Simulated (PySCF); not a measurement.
```tsv
atom	x (Å)	y (Å)	z (Å)
C	2.4973	0.4029	0.9500
C	1.3403	0.2159	0.5166
C	0.1537	0.0269	0.0682
Si	-1.5322	-0.2456	-0.5577
H	3.4664	0.5594	1.3171
H	-1.9474	0.9287	-1.3345
H	-1.5338	-1.4394	-1.4119
H	-2.4352	-0.4394	0.5832
```

Geometry: GFN2-xTB.

Computed with UKS B3LYP, pcH-1 on C H Si, non-relativistic, mean-field spin-orbit, GIAO (PySCF).

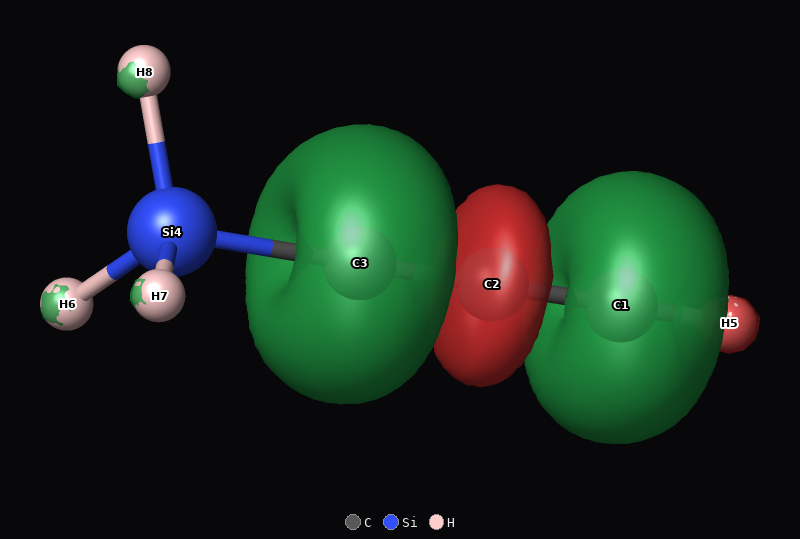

C3H4Si (SMILES C#C[C][SiH3]) (triplet). Isosurfaces of the spin density (α minus β) at +0.04 (green) and −0.04 e/Å³ (red), seen at a tilt.

### Describe the spin distribution.

The unpaired spin (2 electrons) lies mostly on C3 (about 0.9), C1 (about 0.8) and Si4 (about 0.1), in electrons by Hirshfeld's partition.
